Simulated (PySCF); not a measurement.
**BHLYP/6-31G(d) (spherical functions) run of C2H5AlO (SMILES [CH3][Al]1[CH2][O]1)**

Aim: the energy change on altering one bond length of C2H5AlO at BHLYP/6-31G* (spherical functions), from 2 runs. 

Program for the calculation: PySCF 2.14.0.

1 further run of the same task is left out (set aside as unsound or not needed).

## Step 1: Starting point

C2H5AlO: 9 atoms, total charge 0, spin state singlet. SMILES: `[CH3][Al]1[CH2][O]1`. The shape is that of a PBE0-D4/def2-TZVP optimisation.

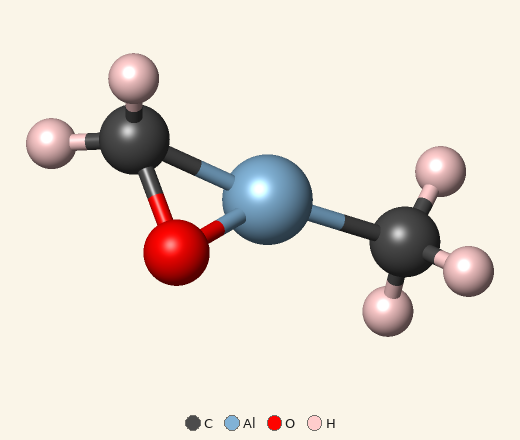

The structure, seen from a chosen angle (carbon dark grey, aluminium light blue, oxygen red, hydrogen pink).

## Step 2: A single-point energy at BHLYP/6-31G(d) (spherical functions)

calc.py reads:

```python
# [CH3][Al]1[CH2][O]1
from pyscf import gto, dft

mol = gto.Mole()
mol.atom = '''
C       -0.670900       1.320200      -1.081500
Al       0.051300      -0.076700       0.044200
C        0.678700      -1.280200       1.349300
O        0.789300      -1.609500      -0.097900
H        0.039700       1.575000      -1.872100
H       -0.900200       2.226000      -0.517500
H       -1.591200       0.976800      -1.562100
H        0.038500      -1.980500       1.887700
H        1.653200      -1.197400       1.832800
'''
mol.spin = 0
mol.charge = 0
mol.verbose = 3
mol.max_memory = 1860
mol.basis = '6-31g*'
mol.build()

ks = dft.RKS(mol, xc='bhandhlyp')
ks.conv_tol = 1e-10
ks.grids.level = 5
ks.kernel()
if not ks.converged:
    ks = ks.newton().run(ks.mo_coeff, ks.mo_occ)

etot = ks.e_tot
print('E(%s) = %.9f' % ('BHLYP', etot))
```

Command:

```console
$ OMP_NUM_THREADS=1 python calc.py
```

The program printed:

```text
converged SCF energy = -396.736644524624
E(BHLYP) = -396.736644525
```

Wall time 17 s (1 thread of Intel Xeon at 2.70GHz, shared host); peak memory 0.36 GiB.

## Step 3: The distorted shape, same level

job.py reads:

```python
from pyscf import gto, dft

mol = gto.Mole()
mol.atom = [
    ('C', (-0.556249, 0.867297, -1.363502)),
    ('Al', (0.165951, -0.529603, -0.237802)),
    ('C', (0.793351, -1.733103, 1.067298)),
    ('O', (0.903951, -2.062403, -0.379902)),
    ('H', (0.154351, 1.122097, -2.154102)),
    ('H', (-0.900200, 2.226000, -0.517500)),
    ('H', (-1.476549, 0.523897, -1.844102)),
    ('H', (0.153151, -2.433403, 1.605698)),
    ('H', (1.767851, -1.650303, 1.550798)),
]
mol.charge = 0
mol.max_memory = 1860
mol.verbose = 3
mol.basis = '6-31g*'
mol.spin = 0
mol.build()

mf = dft.RKS(mol)
mf.xc = 'bhandhlyp'
mf.grids.level = 5
mf.conv_tol = 1e-10
mf.kernel()
if not mf.converged:
    mf = mf.newton().run(mf.mo_coeff, mf.mo_occ)

e_final = mf.e_tot
print('E(%s) = %.9f' % ('BHLYP', e_final))
```

Command:

```console
$ OMP_NUM_THREADS=1 python job.py
```

The program printed:

```text
converged SCF energy = -396.655797166364
E(BHLYP) = -396.655797166
```

It took 15 s on 1 thread of Intel Xeon at 2.70GHz, shared host; peak memory 0.36 GiB.

## Step 4: Results

At BHLYP/6-31G* (spherical functions):

| quantity | value |
| --- | --- |
| first shape: total energy | -396.73664 Eh |
| first shape: dipole moment | 3.41 D |
| first shape: HOMO energy | -7.18 eV |
| first shape: LUMO energy | 0.40 eV |
| first shape: HOMO–LUMO gap | 7.59 eV |
| distorted shape: total energy | -396.65580 Eh |
| distorted shape: dipole moment | 3.00 D |
| distorted shape: HOMO energy | -7.23 eV |
| distorted shape: LUMO energy | -0.07 eV |
| distorted shape: HOMO–LUMO gap | 7.17 eV |
| energy change with the C1–H6 bond stretched from 1.091 to 1.637 Å | 2.200 eV |

What this shows: With the C1–H6 bond stretched from 1.091 to 1.637 Å the energy rises by 2.20 eV (212 kJ/mol). The first shape isn't relaxed at this level, so the change isn't measured from a minimum.
